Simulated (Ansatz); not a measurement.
**GaCl2O (SMILES [O][Ga]([Cl])[Cl]): USVWN5/aug-cc-pVDZ**

What is the vertical electron affinity of GaCl2O at USVWN5/aug-cc-pVDZ? 

The calculation is run with Ansatz 0.2.0.

47 further runs of the same task are left out: 5 that didn't finish, 42 set aside as unsound or not needed.

## (1) The structure to begin with

GaCl2O has 4 atoms, charge 0, and is taken as a doublet. As SMILES, `[O][Ga]([Cl])[Cl]`. Geometry: relaxed at PBE0-D4/def2-TZVP.

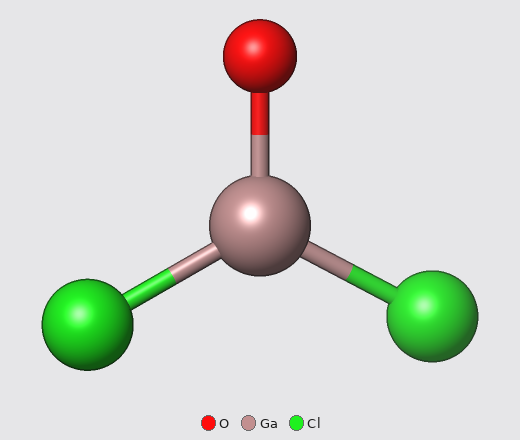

The structure, seen from a chosen angle (oxygen red, gallium pink, chlorine green).

## (2) The energy at USVWN5/aug-cc-pVDZ

job.yaml

```yaml
crystal:
  periodic: [false, false, false]
  atoms:
    - {symbol: O, position_ang: [0.746300, 1.055700, 1.312100]}
    - {symbol: Ga, position_ang: [0.035800, 0.016900, 0.034200]}
    - {symbol: Cl, position_ang: [0.760400, -1.952900, -0.180900]}
    - {symbol: Cl, position_ang: [-1.486800, 0.819800, -1.185700]}
basis:
  gaussian:
    orbitals: aug-cc-pVDZ
magnetization:
  spin_polarized: true
  initial_magnetization: 1
hamiltonian:
  xc: {name: SVWN5}
accuracy: high
output: {orbitals: {seedname: orbitals}}
```

Command:

```sh
$ ansatz run job.yaml --threads 1 --pin off --max-ram 3480MiB --events-out events.jsonl --progress --plain --runs-dir runs
```

The log of the run:

```text
Warning: RAYON_NUM_THREADS=1 ignored (pool sized by the plan → 1); use --threads N
Functional definition: SVWN5
  name "SVWN5"
  exchange = slater_x
  correlation = vwn5_c
2216 factors; integrals over basis functions are off by at most 3.7e-9 eV
mean field evaluation 1: about -79275.9776 eV, gradient 5.8e1 eV
mean field evaluation 2: about -79020.1086 eV, gradient 1.5e2 eV
mean field evaluation 4: about -79292.9665 eV, gradient 1.3e1 eV
mean field evaluation 8: about -79293.9173 eV, gradient 1.3e-1 eV
mean field evaluation 16: about -79293.9166 eV, gradient 8.2e-5 eV
mean field evaluation 32: about -79293.8300 eV, gradient 3.7e-1 eV
mean field evaluation 64: about -79293.8687 eV, gradient 2.6e-1 eV
mean field -79293.91659936 eV, -2913.9976876795 hartree, gradient 9.8e-8 eV, S^2 0.755310; 6 other end points of the search recorded, 0 dependent functions left out
reference -79293.91660383 eV, -2913.9976878438 hartree; 37, 36 occupied and 76, 77 virtual orbitals, 2216 factors
Total energy: -79293.91660383 eV, -2913.9976878438 hartree
```

Run time: 23 s. Hardware: 1 thread of Arm Neoverse V2, shared host; peak memory 0.41 GiB.

## (3) The singlet anion at the same level

molecule.yaml

```yaml
crystal:
  periodic: [false, false, false]
  atoms:
    - {symbol: O, position_ang: [0.746300, 1.055700, 1.312100]}
    - {symbol: Ga, position_ang: [0.035800, 0.016900, 0.034200]}
    - {symbol: Cl, position_ang: [0.760400, -1.952900, -0.180900]}
    - {symbol: Cl, position_ang: [-1.486800, 0.819800, -1.185700]}
basis:
  gaussian: {orbitals: aug-cc-pVDZ}
output: {orbitals: {seedname: orbitals}}
accuracy: high
total_charge: -1
hamiltonian: {xc: {name: SVWN5}}
```

Command:

```sh
$ ansatz run molecule.yaml --threads 1 --pin off --max-ram 3480MiB --events-out events.jsonl --progress --plain --runs-dir runs
```

The log of the run:

```text
Warning: RAYON_NUM_THREADS=1 ignored (pool sized by the plan → 1); use --threads N
[... 4 set-up lines as earlier in the session ...]
2216 factors; integrals over basis functions are off by at most 3.7e-9 eV
mean field evaluation 1: about -79291.3856 eV, gradient 5.3e1 eV
mean field evaluation 2: about -79089.3818 eV, gradient 1.8e2 eV
mean field evaluation 4: about -79296.9623 eV, gradient 1.8e1 eV
mean field evaluation 8: about -79297.7173 eV, gradient 4.4e-1 eV
mean field evaluation 16: about -79297.7174 eV, gradient 1.3e-4 eV
mean field -79297.71738613 eV, -2914.1373640171 hartree, gradient 8.0e-8 eV, S^2 0.000000; 0 other end points of the search recorded, 0 dependent functions left out
reference -79297.71739209 eV, -2914.1373642360 hartree; 37, 37 occupied and 76, 76 virtual orbitals, 2216 factors
Total energy: -79297.71739209 eV, -2914.1373642360 hartree
```

Run time: 8.4 s. Hardware: 1 thread of Arm Neoverse V2, shared host; peak memory 0.32 GiB.

## (4) Outcome

At USVWN5/aug-cc-pVDZ:

```
                                                            quantity           value
                                        doublet GaCl2O: total energy  -2913.99769 Eh
                  doublet GaCl2O: HOMO energy (highest over α and β)        -7.84 eV
                   doublet GaCl2O: LUMO energy (lowest over α and β)        -7.49 eV
                                                doublet GaCl2O: ⟨S²⟩           0.755
                                         singlet anion: total energy  -2914.13736 Eh
                                          singlet anion: HOMO energy        -0.22 eV
                                          singlet anion: LUMO energy         2.04 eV
singlet anion: HOMO–LUMO gap (to an unbound level, set by the basis)         2.26 eV
                   vertical electron affinity (to the singlet anion)        3.801 eV
```

At fixed nuclei the extra electron is bound by 3.80 eV (367 kJ/mol).
